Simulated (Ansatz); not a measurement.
## Identify the compound from its spectrum

Method: Ansatz, PBE, independent particles, without spin-orbit coupling, line width 0.1 eV (Gaussian); metals get a typed carrier damping. The response is along the first axis of the cell.

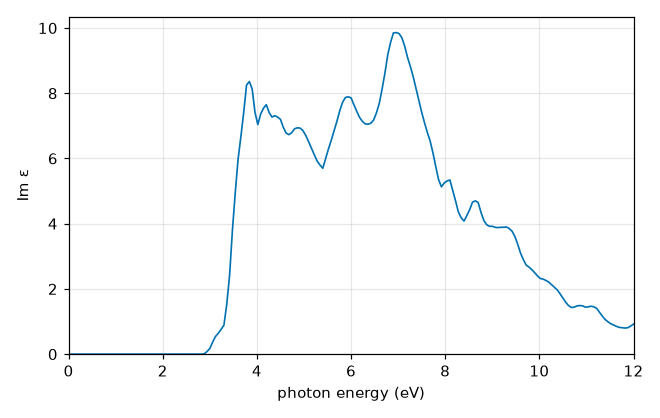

Question: Which of these systems gave the spectrum?
A. Al2O3 (R-3c)
B. SiSO (R3m)
C. ScCO (C2/m)
D. SnO2 (Imma)

Answer: C. ScCO (C2/m): least direct gap 2.93 eV, ε∞ = 6.41 along the first axis, strongest peak along the first axis at 6.96 eV. The others: Al2O3 (R-3c), least direct gap 6.22 eV, ε∞ = 3.33 along the first axis, strongest peak along the first axis at 11.24 eV; SiSO (R3m), least direct gap 1.23 eV, ε∞ = 11.60 along the first axis, strongest peak along the first axis at 5.91 eV; SnO2 (Imma), least direct gap 0.63 eV, ε∞ = 5.15 along the first axis, strongest peak along the first axis at 8.35 eV.

Cells made by substitution are models, which may or may not match a known phase.
